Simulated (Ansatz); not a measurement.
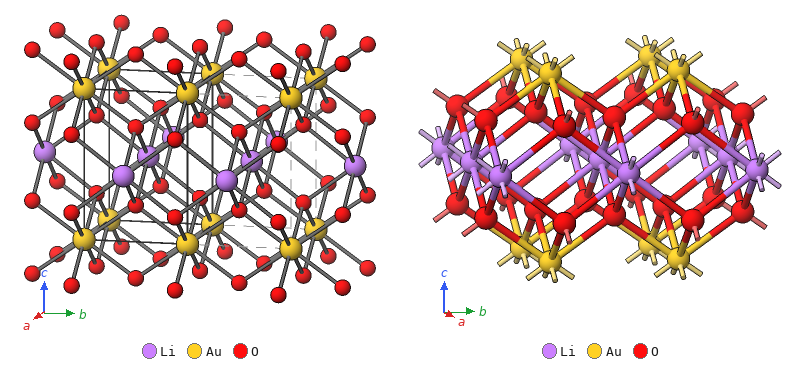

Left: the structure. Right: its underlying net. Nodes are coloured by element. Short stubs are edges that leave the cut-out.

LiAuO₄ (space group P4/mmm, No. 123). Coordinates: the geometry relaxed with DFT PBEsol, scalar-relativistic, plane waves, PAW (Ansatz 0.2.0); the starting structure was generated, so it need not be a known form of this composition.

Bonds are taken as Au–O below 2.4 Å and Li–O below 2.4 Å. The graph is simplified in the usual way: terminal and isolated atoms are pruned, two-connected atoms become edges.

The result is a binodal (4,8)-connected, three-periodic net: O is a 4-connected node; Li and Au are 8-connected nodes, in the ratio 2:1. It is the flu net, known from fluorite. It is a single net, without interpenetration.

```json
{"node": "O", "links": "4", "point symbol": "4^6", "coordination sequence": "4 22 24 82"}
{"node": "Li and Au", "links": "8", "point symbol": "4^12.6^12.8^4", "coordination sequence": "8 12 48 42"}
```
